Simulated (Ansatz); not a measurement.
**U-r2SCAN/STO-3G run of BSiH4 (SMILES B[SiH2])**

Aim: the energy change on altering one bond length of BSiH4 at U-r2SCAN/STO-3G, from 2 runs. 

The results are computed with Ansatz 0.2.0.

43 further runs of the same task are left out: 43 set aside as unsound or not needed.

### 1 The structure to begin with

BSiH4 has 6 atoms, charge 0, and is taken as a doublet. SMILES: `B[SiH2]`. Geometry: relaxed at GFN2-xTB.

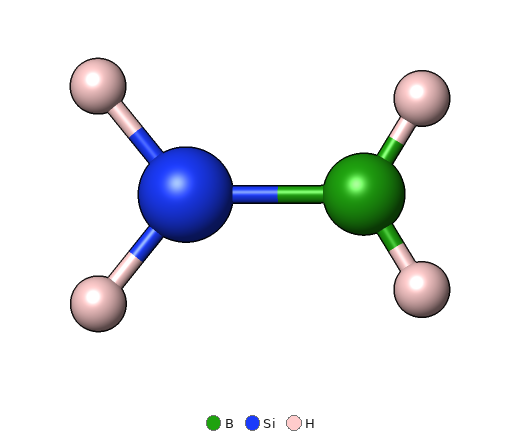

The structure, seen from a chosen angle (boron green, silicon blue, hydrogen pink).

### 2 The energy at U-r2SCAN/STO-3G

File in.yaml:

```yaml
crystal:
  periodic: [false, false, false]
  atoms:
    - symbol: B
      position_ang: [-0.003690, -1.037180, 0.114670]
    - symbol: Si
      position_ang: [0.004430, 0.829590, -0.091960]
    - symbol: H
      position_ang: [-0.730970, -1.564260, 0.876300]
    - symbol: H
      position_ang: [0.717450, -1.725110, -0.512520]
    - symbol: H
      position_ang: [0.828120, 1.658960, -0.988060]
    - symbol: H
      position_ang: [-0.815330, 1.838000, 0.601560]
basis:
  gaussian:
    orbitals: STO-3G
magnetization:
  spin_polarized: true
  initial_magnetization: 1
hamiltonian:
  xc: {name: r2SCAN}
accuracy: high
```

On the command line:

```console
$ ansatz run in.yaml --threads 1 --pin off --max-ram 2610MiB --events-out events.jsonl --progress --plain --runs-dir runs
```

The program printed:

```text
Warning: RAYON_NUM_THREADS=1 ignored (pool sized by the plan → 1); use --threads N
Functional definition: r2SCAN
  name "r2SCAN"
  parameter k0 = 0.174
  parameter k1 = 0.065
  parameter a1 = 4.9479
  exchange = r2scan_x(k0 = k0, k1 = k1, a1 = a1)
  correlation = r2scan_c
310 factors; integrals over basis functions are off by at most 2.6e-8 eV
mean field evaluation 1: about -8514.0797 eV, gradient 1.3e1 eV
mean field evaluation 2: about -8513.8240 eV, gradient 1.4e1 eV
mean field evaluation 4: about -8515.5363 eV, gradient 5.6e-1 eV
mean field evaluation 8: about -8515.4690 eV, gradient 5.3e-3 eV
mean field evaluation 16: about -8515.4690 eV, gradient 7.1e-7 eV
mean field -8515.46900305 eV, -312.9377138699 hartree, gradient 3.8e-8 eV, S^2 0.753474; 0 other end points of the search recorded, 0 dependent functions left out
reference -8515.46900399 eV, -312.9377139044 hartree; 12, 11 occupied and 6, 7 virtual orbitals, 310 factors
Total energy: -8515.46900399 eV, -312.9377139044 hartree
```

It took 5.7 s on 1 thread of Intel Xeon Platinum 8259CL at 2.50GHz (Skylake/Cascade Lake), shared host; peak memory 0.25 GiB.

### 3 The distorted shape at the same level

File run.yaml:

```yaml
crystal:
  periodic: [false, false, false]
  atoms:
    - symbol: B
      position_ang: [0.178101, -0.905431, -0.075707]
    - symbol: Si
      position_ang: [0.186221, 0.961339, -0.282337]
    - symbol: H
      position_ang: [-0.730970, -1.564260, 0.876300]
    - symbol: H
      position_ang: [0.899241, -1.593361, -0.702897]
    - symbol: H
      position_ang: [1.009911, 1.790709, -1.178437]
    - symbol: H
      position_ang: [-0.633539, 1.969749, 0.411183]
basis:
  gaussian:
    orbitals: STO-3G
magnetization:
  spin_polarized: true
  initial_magnetization: 1
hamiltonian:
  xc: r2scan
accuracy: high
```

On the command line:

```console
$ ansatz run run.yaml --threads 1 --pin off --max-ram 2610MiB --events-out events.jsonl --progress --plain --runs-dir runs
```

The program printed, cut to the lines that bear on the results:

```text
Warning: RAYON_NUM_THREADS=1 ignored (pool sized by the plan → 1); use --threads N
[... 7 set-up lines as earlier in the session ...]
309 factors; integrals over basis functions are off by at most 2.6e-8 eV
mean field evaluation 1: about -8513.2643 eV, gradient 1.2e1 eV
mean field evaluation 2: about -8513.1641 eV, gradient 1.3e1 eV
mean field evaluation 4: about -8514.6025 eV, gradient 6.7e-1 eV
mean field evaluation 8: about -8514.5185 eV, gradient 1.0e-2 eV
mean field evaluation 16: about -8514.5185 eV, gradient 1.9e-6 eV
mean field -8514.51850381 eV, -312.9027836672 hartree, gradient 3.4e-8 eV, S^2 0.754131; 0 other end points of the search recorded, 0 dependent functions left out
reference -8514.51850479 eV, -312.9027837030 hartree; 12, 11 occupied and 6, 7 virtual orbitals, 309 factors
Total energy: -8514.51850479 eV, -312.9027837030 hartree
```

It took 7.2 s on 1 thread of Intel Xeon Platinum 8259CL at 2.50GHz (Skylake/Cascade Lake), shared host; peak memory 0.24 GiB.

### 4 Summary of results

Level: U-r2SCAN/STO-3G.

| quantity | value |
| --- | --- |
| first shape: total energy | -312.93771 Eh |
| first shape: ⟨S²⟩ | 0.753 |
| distorted shape: total energy | -312.90278 Eh |
| distorted shape: ⟨S²⟩ | 0.754 |
| energy change with the B1–H3 bond stretched from 1.178 to 1.472 Å | 0.950 eV |

**Reading.** With the B1–H3 bond stretched from 1.178 to 1.472 Å the energy rises by 0.95 eV (91.7 kJ/mol). The first shape isn't relaxed at this level, so the change isn't measured from a minimum. The minimal basis adds a large error of its own.
